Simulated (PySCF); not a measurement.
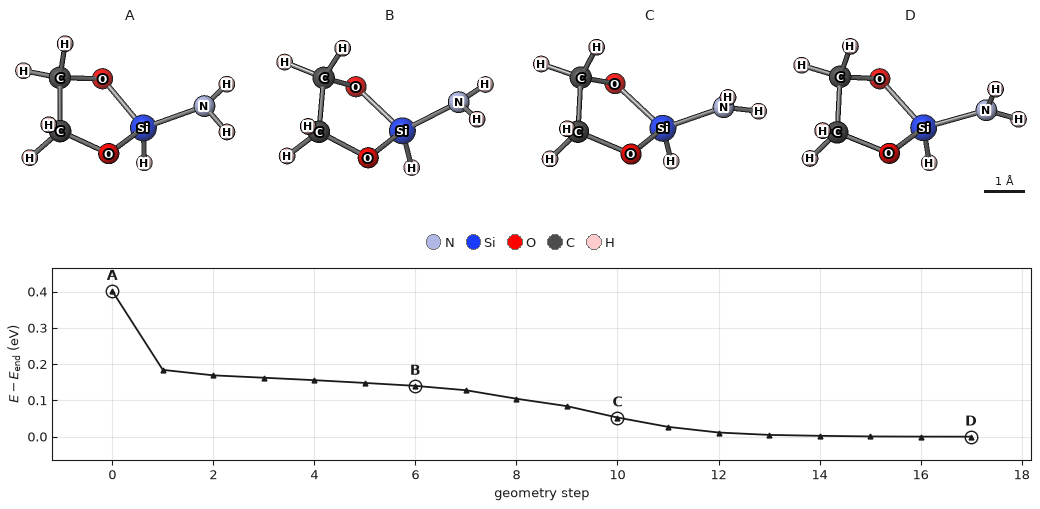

Frames of a relaxation of C₂H₇NO₂Si, marked on the history of the run. Style: ball-and-stick. Shown at a tilt.

The start comes from GFN2-xTB. Its atoms were then displaced at random by about 0.01 Å.

Theory: PBE0-D3(BJ)/def2-SVP geometry optimisation, gas phase (PySCF 2.14.0, density-fitted response routines). 

> Describe the path.

An H atom moves most after the best rigid fit: 1.12 Å. Largest moves by element: H 1.12 Å, N 0.23 Å, C 0.10 Å, O 0.07 Å, Si 0.03 Å. Some distances before and after: C–O 1.346 → 1.411 Å, N–Si 1.741 → 1.696 Å, H–Si 1.442 → 1.483 Å, O–Si 1.645 → 1.678 Å. Bond angles that change, for instance: N–Si–H 117.3° → 106.3°, Si–N–H 115.2° → 122.1°, Si–N–H 118.0° → 124.6°. The energy falls by 0.402 eV in 17 geometry steps. Cost: 96 s on 1 thread of Arm Neoverse V1, with other jobs on the host. From step 0 to 6: an H atom moves most (0.49 Å), energy −0.262 eV. From step 6 to 10: an H atom moves most (0.75 Å), energy −0.087 eV. From step 10 to 17: an H atom moves most (0.33 Å), energy −0.053 eV.

```json
{"step": "0", "E − E(0), eV": "0.0000"}
{"step": "1", "E − E(0), eV": "-0.2175"}
{"step": "2", "E − E(0), eV": "-0.2325"}
{"step": "3", "E − E(0), eV": "-0.2392"}
{"step": "4", "E − E(0), eV": "-0.2459"}
{"step": "5", "E − E(0), eV": "-0.2535"}
{"step": "6", "E − E(0), eV": "-0.2616"}
{"step": "7", "E − E(0), eV": "-0.2736"}
{"step": "8", "E − E(0), eV": "-0.2971"}
{"step": "9", "E − E(0), eV": "-0.3175"}
{"step": "10", "E − E(0), eV": "-0.3490"}
{"step": "11", "E − E(0), eV": "-0.3747"}
{"step": "12", "E − E(0), eV": "-0.3903"}
{"step": "13", "E − E(0), eV": "-0.3969"}
{"step": "14", "E − E(0), eV": "-0.3994"}
{"step": "15", "E − E(0), eV": "-0.4011"}
{"step": "16", "E − E(0), eV": "-0.4016"}
{"step": "17", "E − E(0), eV": "-0.4018"}
```
